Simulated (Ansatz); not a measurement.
# [NH2]− (SMILES [NH2-]) at CCSD(T)/aug-cc-pVTZ

Aim: the energy change on altering one bond length of [NH2]− at CCSD(T)/aug-cc-pVTZ, from 2 runs. 

The results are computed with Ansatz 0.2.0.

### Step 1. The molecule

The species is [NH2]− (3 atoms), meant as a singlet with charge -1. As SMILES, `[NH2-]`. Geometry: relaxed at PBE0-D4/def2-TZVPD.

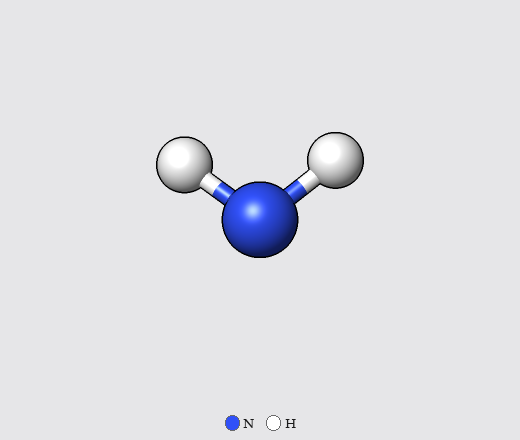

The structure, seen from a chosen angle (nitrogen blue, hydrogen white).

### Step 2. The energy at CCSD(T)/aug-cc-pVTZ

File in.yaml:

```yaml
crystal:
  periodic: [false, false, false]
  atoms:
    - {symbol: "N", position_ang: [0.342200, -0.203000, 0.168700]}
    - {symbol: H, position_ang: [0.125500, 0.801200, 0.156000]}
    - {symbol: H, position_ang: [-0.467700, -0.598200, -0.324700]}
basis:
  gaussian: {orbitals: aug-cc-pVTZ}
total_charge: -1
correlation: {method: ccsd_t, frozen_orbitals: {H: 0, "N": 1}}
accuracy: high
scf: {omitted_lower_state_checks: [cluster_reference, increment]}
```

Run with:

```
$ ansatz run in.yaml --threads 1 --pin off --max-ram 3480MiB --events-out events.jsonl --progress --plain --runs-dir runs
```

What it wrote, cut to the lines that bear on the results:

```text
Warning: RAYON_NUM_THREADS=1 ignored (pool sized by the plan → 1); use --threads N
Functional definition: HF
  name "HF"
[...]
1355 factors; integrals over basis functions are off by at most 2.9e-9 eV
[...]
mean field -1511.54989619 eV, -55.5484341198 hartree, gradient 2.1e-8 eV, S^2 0.000000; 0 other end points of the search recorded, 0 dependent functions left out
1 core orbitals not correlated: weight in the atoms' cores, before any rotation towards them, 1.000 or more for the frozen orbitals, at most 0.000 for the correlated occupied ones
reference -1511.54989619 eV, -55.5484341198 hartree; 4, 4 occupied and 87, 87 virtual orbitals, 1355 factors
second order -7.10238483 eV of doubles, -0.00000000 eV of singles
cycle   1  -6.93971486 eV  change    1.6e-1 eV  update   7.8e-2
[...]
cycle  27  -7.17440187 eV  change   8.4e-10 eV  update  5.5e-10
perturbative correction -0.33198910 eV, -0.0122003742 hartree
Total energy: -1519.05628716 eV, -55.8242888999 hartree
Checks for a lower state left out: cluster_reference, increment
```

It took 4.5 s on 1 thread of Arm Neoverse V1, shared host; peak memory 0.47 GiB.

### Step 3. The distorted shape

File in.yaml:

```yaml
crystal:
  periodic: [false, false, false]
  atoms:
    - {symbol: "N", position_ang: [0.374704, -0.353627, 0.170605]}
    - {symbol: H, position_ang: [0.125500, 0.801200, 0.156000]}
    - {symbol: H, position_ang: [-0.435196, -0.748827, -0.322795]}
basis:
  gaussian:
    orbitals: aug-cc-pVTZ
total_charge: -1
accuracy: high
correlation:
  method: ccsd_t
  frozen_orbitals: {H: 0, "N": 1}
scf:
  omitted_lower_state_checks: [cluster_reference, increment]
```

Run with:

```
$ ansatz run in.yaml --threads 1 --pin off --max-ram 3480MiB --events-out events.jsonl --progress --plain --runs-dir runs
```

What it wrote, cut to the lines that bear on the results:

```text
Warning: RAYON_NUM_THREADS=1 ignored (pool sized by the plan → 1); use --threads N
[... 2 set-up lines as earlier in the session ...]
[...]
1374 factors; integrals over basis functions are off by at most 3.5e-9 eV
[...]
mean field -1511.12545475 eV, -55.5328361843 hartree, gradient 2.2e-8 eV, S^2 0.000000; 0 other end points of the search recorded, 0 dependent functions left out
1 core orbitals not correlated: weight in the atoms' cores, before any rotation towards them, 1.000 or more for the frozen orbitals, at most 0.000 for the correlated occupied ones
reference -1511.12545475 eV, -55.5328361843 hartree; 4, 4 occupied and 87, 87 virtual orbitals, 1374 factors
second order -7.18286445 eV of doubles, -0.00000000 eV of singles
cycle   1  -6.99531719 eV  change    1.9e-1 eV  update   8.4e-2
[...]
cycle  27  -7.26603551 eV  change  -2.2e-10 eV  update  6.2e-10
perturbative correction -0.35254921 eV, -0.0129559446 hartree
Total energy: -1518.74403947 eV, -55.8128140090 hartree
Checks for a lower state left out: cluster_reference, increment
```

Run time: 4.8 s. Hardware: 1 thread of Arm Neoverse V1, shared host; peak memory 0.47 GiB.

### Step 4. Summary of results

Level: CCSD(T)/aug-cc-pVTZ, 1 core orbital frozen.

```
                                                         quantity         value
                                        first shape: total energy  -55.82429 Eh
          first shape: correlation energy (1 core orbital frozen)    -275.9 mEh
                                      first shape: (T) correction    -12.20 mEh
                                       first shape: T1 diagnostic         0.017
                                    distorted shape: total energy  -55.81281 Eh
      distorted shape: correlation energy (1 core orbital frozen)    -280.0 mEh
                                  distorted shape: (T) correction    -12.96 mEh
                                   distorted shape: T1 diagnostic         0.020
energy change with the N1–H2 bond stretched from 1.027 to 1.181 Å      0.312 eV
```

What this shows: With the N1–H2 bond stretched from 1.027 to 1.181 Å the energy rises by 0.31 eV (7.2 kcal/mol). The first shape isn't relaxed at this level, so the change isn't measured from a minimum. The triples (first shape) make up 4.4 % of the correlation energy. The triples (distorted shape) make up 4.6 % of the correlation energy.
